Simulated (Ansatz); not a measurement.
# Two runs on LiNaH

System: LiNaH, multiplicity 2.
Method of run 1: UKS PBE0-D4/aug-cc-pVTZ (Ansatz 0.2.0).

Text and figures count atoms from 1; the logs count them from 0 in places.

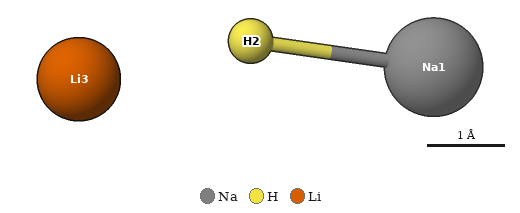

**Figure 1.** The input geometry (ball-and-stick view, seen at a tilt; atoms are numbered from 1 in the order of the input). Sticks mark near contacts. Bond lengths as drawn: H–Na 2.52 Å.

Input file, run 1:
```yaml
crystal:
  periodic: [false, false, false]
  atoms:
    - { symbol: Na, position_ang: [-2.52, 0.0, 0.0] }
    - { symbol: H, position_ang: [0.0, 0.0, 0.0] }
    - { symbol: Li, position_ang: [2.229891, 0.811614, 0.0] }
magnetization:
  spin_polarized: true
  initial_magnetization: 1
basis:
  gaussian: { orbitals: aug-cc-pVTZ }
hamiltonian:
  xc: pbe0
  dispersion: d4
output:
  forces: true
```

Command:
```bash
ansatz run input.yaml --threads 1 --pin off --max-ram 2560MiB --backend cpu --events-out ev --progress --plain --runs-dir out
```

Hardware: 1 thread of Arm Neoverse N1, 98 GiB of memory available, shared host.

Output (run 1):
```
Engine: ansatz 0.2.0, aarch64-unknown-linux-gnu
Functional definition: PBE0
  parameter a = 0.25
  parameter kappa = 0.804
  parameter beta = 0.06672455060314922
  exchange = (1 - a)*pbe_x(kappa = kappa, mu = beta*pi^2/3) + a*exact_x
  correlation = pbe_c(beta = beta)
533 factors; their error is unknown
mean field evaluation 1: about -4630.8427 eV, gradient 8.8e0 eV
mean field evaluation 2: about -4630.5946 eV, gradient 8.4e0 eV
mean field evaluation 4: about -4631.9953 eV, gradient 1.5e0 eV
mean field evaluation 8: about -4632.0803 eV, gradient 2.5e-2 eV
mean field evaluation 16: about -4631.8090 eV, gradient 8.2e-1 eV
mean field -4632.08035226 eV, -170.2258132086 hartree, gradient 3.8e-5 eV, S^2 0.758973; 4 other end points of the search recorded, 0 dependent functions left out
the calculation of the forces begins
reference -4632.08039604 eV, -170.2258148176 hartree; 8, 7 occupied and 111, 112 virtual orbitals, 533 factors
Total energy: -4632.46191905 eV, -170.2398355297 hartree
Atom 0 at    -2.520000     0.000000     0.000000 Å, force     0.578657    -0.002983     0.000000 eV/Å
Atom 1 at     0.000000     0.000000     0.000000 Å, force     0.302143     0.326939     0.000000 eV/Å
Atom 2 at     2.229891     0.811614     0.000000 Å, force    -0.880800    -0.323957    -0.000000 eV/Å
Dipole moment:    -0.248769     0.124697    -0.000000 e Å
```

The input of run 2 differs as follows (lines with − go, lines with + come):
```diff
-    - { symbol: Na, position_ang: [-2.52, 0.0, 0.0] }
+    - { symbol: Na, position_ang: [-1.732, 0.0, 0.0] }
-    - { symbol: Li, position_ang: [2.229891, 0.811614, 0.0] }
+    - { symbol: Li, position_ang: [2.381181, 0.866679, 0.0] }
```

What does this change do to the results?

With the same method and basis, run 2 lies 4.3 kcal/mol higher. The largest force goes from 0.938 to 1.663 eV/Å.

Output (run 2):
```
Engine: ansatz 0.2.0, aarch64-unknown-linux-gnu
Functional definition: PBE0
  parameter a = 0.25
  parameter kappa = 0.804
  parameter beta = 0.06672455060314922
  exchange = (1 - a)*pbe_x(kappa = kappa, mu = beta*pi^2/3) + a*exact_x
  correlation = pbe_c(beta = beta)
533 factors; their error is unknown
mean field evaluation 1: about -4630.9271 eV, gradient 9.7e0 eV
mean field evaluation 2: about -4631.4037 eV, gradient 6.7e0 eV
mean field evaluation 4: about -4632.1188 eV, gradient 2.5e-1 eV
mean field evaluation 8: about -4632.1419 eV, gradient 1.3e-1 eV
mean field evaluation 16: about -4632.1423 eV, gradient 6.3e-5 eV
mean field -4632.14233776 eV, -170.2280911337 hartree, gradient 6.4e-5 eV, S^2 0.751889; 1 other end points of the search recorded, 0 dependent functions left out
the calculation of the forces begins
reference -4632.14238468 eV, -170.2280928581 hartree; 8, 7 occupied and 111, 112 virtual orbitals, 533 factors
Total energy: -4632.27559340 eV, -170.2329881882 hartree
Atom 0 at    -1.732000     0.000000     0.000000 Å, force    -1.112626    -0.018194    -0.000000 eV/Å
Atom 1 at     0.000000     0.000000     0.000000 Å, force     1.647646     0.226163    -0.000000 eV/Å
Atom 2 at     2.381181     0.866679     0.000000 Å, force    -0.535020    -0.207970     0.000000 eV/Å
Dipole moment:    -1.393505    -0.166299    -0.000000 e Å
```

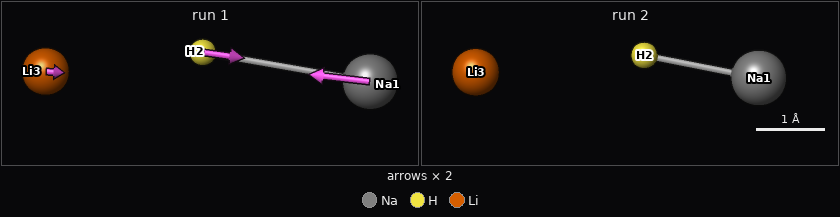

**Figure 2.** The two input geometries at one scale (ball-and-stick view, seen at a tilt). The pink arrows on the first give the shifts of the atoms after the best rigid fit, magnified 2 times. The atom that moves furthest after the best rigid fit is Na1 (0.47 Å). Largest moves by element: Na 0.47 Å, H 0.32 Å, Li 0.15 Å. Among the contacts that change: Na1–H2 2.520 → 1.732 Å.

The two runs side by side:

| quantity | run 1 | run 2 |
| --- | --- | --- |
| outcome | converged | converged |
| total energy (hartree) | −170.239836 | −170.232988 |
| ⟨S²⟩ | 0.759 | 0.752 |
| largest force (eV/Å) | 0.938 | 1.663 |
| basis functions | 119 | 119 |
| wall time (shared host) | 15 s | 12 s |
